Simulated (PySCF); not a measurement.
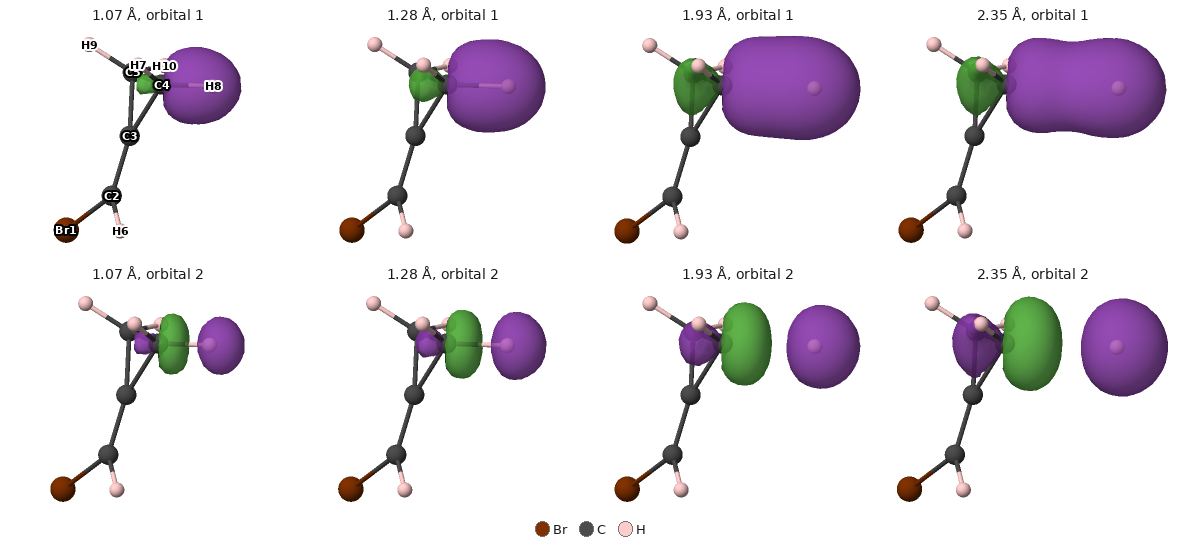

Figure. C4H5Br, SMILES `BrC=C1CC1`. Rigid stretch of the C4–H8 bond. The two CASSCF(2,2) natural orbitals nearest half filling (orbital 1 the more occupied).

PySCF calculation, cc-pVDZ basis, gas phase; geometry: GFN2-xTB. No frequency check shows the geometry to be a minimum. GFN2-xTB bond lengths at metals and heavier atoms can be off by up to 0.1 Å and shapes distorted, which carries into these values.

> How do the occupations change along the stretch?

1.07 Å: 1.98 and 0.02; 1.28 Å: 1.97 and 0.03; 1.93 Å: 1.82 and 0.18; 2.35 Å: 1.61 and 0.39. At the longest distance computed (3.00 Å) they are 1.29 and 0.71, and the effective number of unpaired electrons is 1.7.

UHF's ⟨S²⟩ passes 1 along the scan (up to 1.14), so it also polarises electrons outside the stretched bond; its energy lowering isn't due to that bond alone.

> Where does the UHF solution part from RHF?

Between 1.44 Å (⟨S²⟩ = 0, the two coincide) and 1.66 Å (⟨S²⟩ = 0.17); at 3.00 Å ⟨S²⟩ is 1.14 and UHF lies 3.5 eV below RHF.

> How much energy does the stretch cost?

By CASSCF, 4.3 eV from the lowest point of the scan (1.07 Å) to 3.00 Å; RHF gives 7.3 eV from its own lowest point. The fragments aren't relaxed and dynamic correlation is missing, so this isn't a bond dissociation energy.

Cost of the run: 4.3 min on 1 thread of Intel(R) Xeon(R) Platinum 8375C CPU @ 2.90GHz (Ice Lake), on a shared host, peak memory 0.34 GiB.
